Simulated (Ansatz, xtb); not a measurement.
## Redistribution: B(CH3)2(OH) + BH(CH3)(SH) → B(CH3)2(SH) + BH(CH3)(OH)

Species: B(CH3)2(OH), singlet; BH(CH3)(SH), singlet; B(CH3)2(SH), singlet; BH(CH3)(OH), singlet. The partners trade OH for SH; both sit on B, so the bond types are kept.

Shapes, held fixed at every level: PBE0-D4/def2-TZVP. Flexible molecules stand in one conformer, not always the lowest. Programs: Ansatz 0.2.0, xtb 6.7.1. The zero-point and thermal change to 298 K, harmonic and unscaled (PBE0-D4/def2-TZVP), is +0.2 kJ/mol.

```csv
level,kind,ΔH(298 K) (kJ/mol),less CCSD(T)/CBS estimate
GFN1-xTB,semi-empirical,+0.7,-0.3
PBE-D4/def2-TZVPP,GGA,+1.3,+0.3
B3LYP-D4/def2-TZVPP,global hybrid,+1.0,0.0
BHLYP-D4/def2-TZVPP,global hybrid,+1.0,0.0
r2SCAN0-D4/def2-TZVPP,global hybrid,+1.9,+0.9
MP2/def2-SVP,perturbation theory,-0.7,-1.7
CCSD/def2-SVP,coupled cluster or CI,+0.9,-0.1
CCSD/def2-TZVPP,coupled cluster or CI,+2.0,+1.0
CCSD(T)/CBS estimate,coupled cluster or CI,+1.0,0.0
```

The highest level, CCSD(T)/CBS estimate, gives ΔH(298 K) = +1.0 kJ/mol; the levels span -0.7 to +2.0. That is about zero within the method's error. They disagree on the sign: 8 of 9 are positive. The column of differences is taken from that level and isn't an error. No measured value is set beside it here. The CBS estimate extrapolates MP2 from def2-TZVPP and def2-QZVPP and adds CCSD(T) − MP2 in the triple-zeta set, cores frozen.

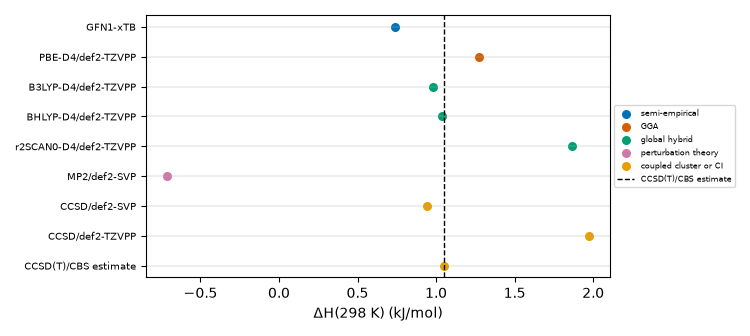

The values of the table, level by level.
